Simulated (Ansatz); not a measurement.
## Fields on a plane of Ta5Si3 (space group I4/mcm)

```xyz
16
Lattice="-3.2518 3.2518 5.9070 3.2518 -3.2518 5.9070 3.2518 3.2518 -5.9070" Properties=species:S:1:pos:R:3 pbc="T T T"
Ta     2.1807     1.0711    -1.7753
Ta     1.0711     2.1807     7.6823
Ta     2.1807    -1.0711     4.1317
Ta     1.0711     4.3228     1.7753
Ta     1.0711     2.1807     4.1317
Ta     2.1807     1.0711     1.7753
Ta     1.0711     4.3228    -1.7753
Ta     2.1807    -1.0711     7.6823
Ta     0.0000     0.0000     5.9070
Ta     0.0000     0.0000     0.0000
Si     4.0985     0.8468     0.0000
Si    -0.8468     2.4050     5.9070
Si     2.4050     0.8468     5.9070
Si     0.8468     2.4050     0.0000
Si     0.0000     0.0000     8.8605
Si     0.0000     0.0000     2.9535
```

The slice is a (100) plane (indices of the conventional cell) through the point (0.815, 0.315, 0.829) (fractional), spanned by u = [101] and v = [110] in vectors of this cell: u (6.50 Å) and v (11.81 Å, at 90° to u). It covers one period; positions are fractions (u, v).

Atoms on it: Ta at (0.67, 0.50); Ta at (0.00, 0.00); Ta at (0.67, 0.20); Ta at (0.00, 0.70); Si at (0.97, 0.35), 0.2 Å off the plane; Si at (0.71, 0.85), 0.2 Å off the plane. Other atoms lie within 1 Å of the plane.

All values below come from PBEsol (plane waves to 420 eV, PAW, scalar-relativistic; Ansatz, a first-principles code). k mesh 8×8×8. Near the nuclei the fields are pseudised (PAW); where an atom keeps semicore shells as valence, they peak there. Spin-orbit coupling is left out, though Ta is heavy. Ta5Si3 is run without spin polarisation. Ta5Si3 was relaxed with its symmetry unable to fall.

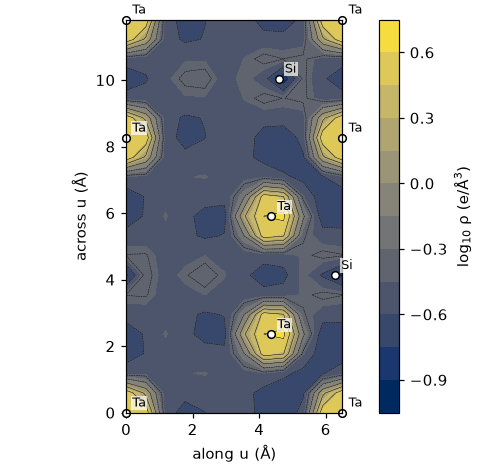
*Log₁₀ of the valence density in e/Å³, one period of the plane, atoms marked. The scale is logarithmic, as a density can span decades between atoms and voids.*

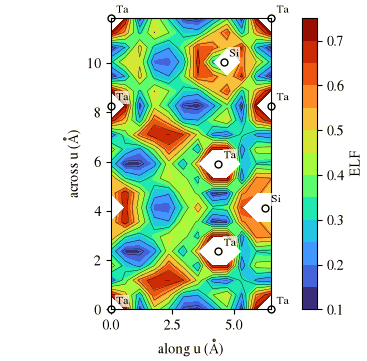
Figure: Electron localisation function (ELF), one period of the plane, atoms marked. Points within 0.5 Å of a nucleus are left white, as the pseudised field means little there.
